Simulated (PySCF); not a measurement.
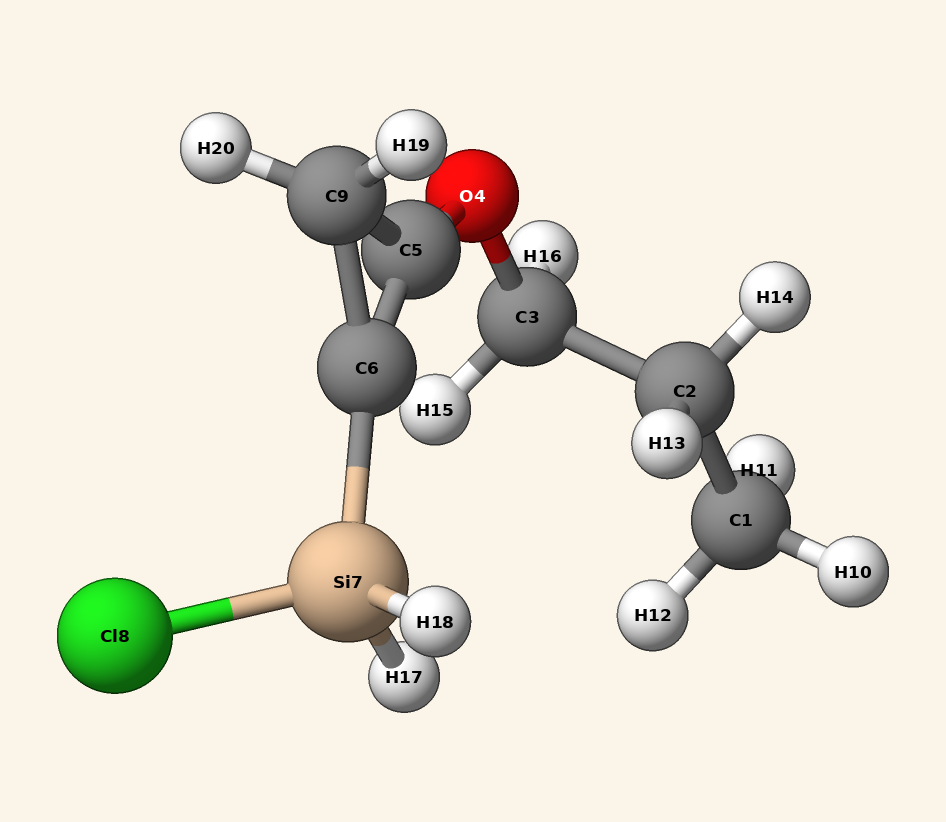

Every bond is drawn as one stick. Computed geometry: GFN2-xTB optimisation. No frequency run is at hand to confirm it as a minimum. Computed with PBE0/pcSseg-1 (PySCF 2.14.0).

Question: Which bond between heavy atoms has the highest Mayer bond order?

Answer: C5–C6, 1.60, at a length of 1.314 Å.

List the Mayer bond orders of C1–C2, C2–C3, C3–O4, O4–C5, C5–C6, C5–C9, C6–Si7, C6–C9, Si7–Cl8 (bonds between heavy atoms, one of each equivalent set).

| bond | Mayer order | length (Å) |
| --- | --- | --- |
| C1–C2 | 1.06 | 1.523 |
| C2–C3 | 1.03 | 1.527 |
| C3–O4 | 0.85 | 1.426 |
| O4–C5 | 1.15 | 1.316 |
| C5–C6 | 1.60 | 1.314 |
| C5–C9 | 1.04 | 1.476 |
| C6–Si7 | 0.92 | 1.841 |
| C6–C9 | 0.84 | 1.533 |
| Si7–Cl8 | 0.98 | 2.024 |

The geometry is semi-empirical. Around Si such bond lengths and angles can be off by a tenth of an ångström or more and by several degrees, and values that hang on the shape move with them.
